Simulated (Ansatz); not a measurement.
A series of calculations on C2H6Si

## 1. Relaxation

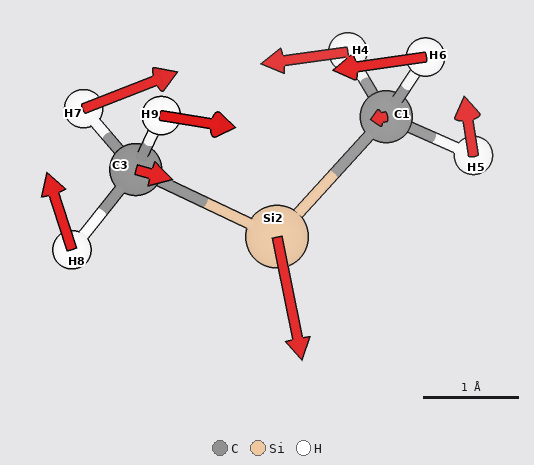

This is a relaxation of C2H6Si. The starting structure is drawn; red arrows show the displacements, 5 times their true length. The two geometries are superimposed by the best rigid fit.

Style: ball-and-stick. Shown at a tilt.

The run prepares an end point of a later path (hydrogen shift) calculation, from a guessed geometry.

Level of theory: UKS B3LYP/def2-mTZVP (Ansatz 0.2.0).

Input
```yaml
crystal:
  periodic: [false, false, false]
  atoms:
    - { symbol: C, position_ang: [-0.5227, 1.11, -0.8256] }
    - { symbol: Si, position_ang: [0.7115, -0.1678, -0.7548] }
    - { symbol: C, position_ang: [0.5676, -1.1755, 0.7705] }
    - { symbol: H, position_ang: [-1.5047, 0.7392, -0.8171] }
    - { symbol: H, position_ang: [-0.4772, 1.7312, -1.7763] }
    - { symbol: H, position_ang: [-0.4834, 1.8639, 0.0036] }
    - { symbol: H, position_ang: [-0.344, -1.674, 0.8628] }
    - { symbol: H, position_ang: [1.4126, -1.9336, 0.8002] }
    - { symbol: H, position_ang: [0.7288, -0.5397, 1.7194] }
magnetization:
  spin_polarized: true
basis:
  gaussian: { orbitals: def2-mTZVP }
hamiltonian:
  xc: b3lyp
relax:
  f_tol: 0.02
  max_steps: 50
```

Run as
```bash
ansatz run input.yaml --threads 2 --pin off --max-ram 3072MiB --backend cpu --events-out ev --progress --plain --runs-dir out
```

### Describe the change and its energy.

The largest move after the best rigid fit is that of Si2, 0.27 Å. By element the largest moves are Si 0.27 Å, H 0.23 Å, C 0.08 Å. Among the contacts that change: C1–Si2 1.778 → 1.917 Å, Si2–C3 1.834 → 1.917 Å, C3–H9 1.154 → 1.098 Å, C3–H7 1.043 → 1.097 Å. Among the angles between lasting bonds that change: C1–Si2–C3 111.9° → 97.9°, Si2–C1–H6 115.4° → 111.0°, H4–C1–H5 103.7° → 107.8°. The energy falls by 57.5 kJ/mol in 4 geometry steps. Largest force component: 3.6 eV/Å at the start, 0.019 eV/Å at the end. The run took 8.7 s on 2 threads of INTEL(R) XEON(R) PLATINUM 8581C CPU @ 2.30GHz (Emerald Rapids) (shared host), peak memory 0.21 GiB.

## 2. Relaxation

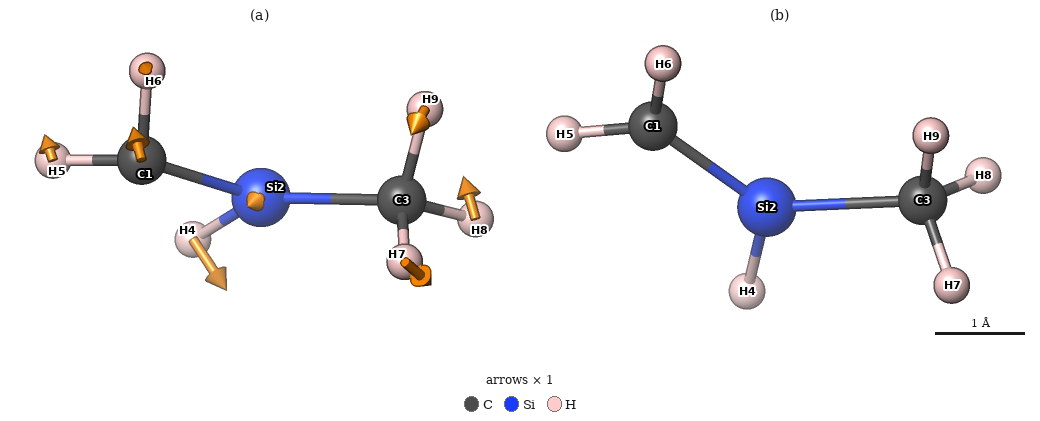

The structure of C$_{2}$H$_{6}$Si before (left) and after (right) a relaxation, at one scale. The orange arrows give the displacements, at their true length.

A ball-and-stick model, seen from a free direction.

The run prepares an end point of a later path (hydrogen shift) calculation, from a guessed geometry.

Theory: Ansatz 0.2.0, UKS B3LYP/def2-mTZVP.

Input
```yaml
crystal:
  periodic: [false, false, false]
  atoms:
    - { symbol: C, position_ang: [-0.5227, 1.11, -0.8256] }
    - { symbol: Si, position_ang: [0.7115, -0.1678, -0.7548] }
    - { symbol: C, position_ang: [0.5676, -1.1755, 0.7705] }
    - { symbol: H, position_ang: [1.14487, -0.09515, -2.12612] }
    - { symbol: H, position_ang: [-0.4772, 1.7312, -1.7763] }
    - { symbol: H, position_ang: [-0.4834, 1.8639, 0.0036] }
    - { symbol: H, position_ang: [-0.344, -1.674, 0.8628] }
    - { symbol: H, position_ang: [1.4126, -1.9336, 0.8002] }
    - { symbol: H, position_ang: [0.7288, -0.5397, 1.7194] }
magnetization:
  spin_polarized: true
basis:
  gaussian: { orbitals: def2-mTZVP }
hamiltonian:
  xc: b3lyp
relax:
  f_tol: 0.02
  max_steps: 50
```

Run as
```bash
ansatz run input.yaml --threads 2 --pin off --max-ram 3072MiB --backend cpu --events-out ev --progress --plain --runs-dir out
```

Summarise the run.

Answer. The largest move after the best rigid fit is that of H4, 0.75 Å. By element the largest moves are H 0.75 Å, C 0.45 Å, Si 0.30 Å. Some distances before and after: C1–Si2 1.778 → 1.707 Å, C3–H9 1.154 → 1.091 Å, C1–H5 1.137 → 1.083 Å, C3–H7 1.043 → 1.093 Å. Among the angles between lasting bonds that change: C3–Si2–H4 147.5° → 114.6°, C1–Si2–H4 97.7° → 120.4°, C1–Si2–C3 111.9° → 125.0°. After 10 accepted moves (14 points after the start) the energy has fallen by 150.6 kJ/mol. The largest force component goes from 3.9 to 0.015 eV/Å. The line search rejected the trial steps at points 4, 9, 11, 13 of the run. The forces were under the threshold at step 8, but the run went on from there.

## 3. Path

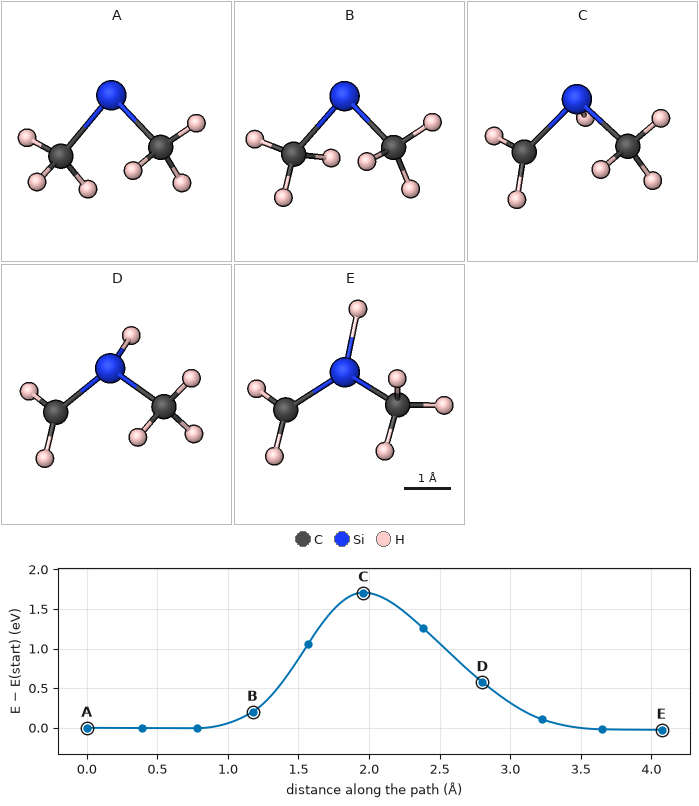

A search for the minimum-energy path of C2H6Si by the nudged elastic band. Images are numbered from 0 (start) to 10 (end). Frames A to E are images 0, 3, 5, 7, 10. A ball-and-stick model, seen from a free direction.

All numbers below come from UKS B3LYP/def2-mTZVP in Ansatz. Settings: 9 movable images; climbing image; force threshold 0.03 eV/Å; iteration limit 60; starting path through a guess of the saddle point.

Q: Read off the barrier and say what moves.

A: A hydrogen atom shifts from one atom to another. Breaking: C–H (1.10 → 2.77 Å). Forming: H–Si (2.53 → 1.48 Å). The energy climbs by 1.71 eV to image 5 and then falls by 1.73 eV, so the end point sits at −0.02 eV. The band converged in 11 iterations. The largest component of the band force went from 3.6 to 0.028 eV/Å. The climbing image converged on the top of the path. Its vibrational analysis gives one imaginary mode (1128i cm⁻¹), as a transition state must have.

The run took 2.5 min on 2 threads of INTEL(R) XEON(R) PLATINUM 8581C CPU @ 2.30GHz (Emerald Rapids) (shared host), peak memory 0.23 GiB.
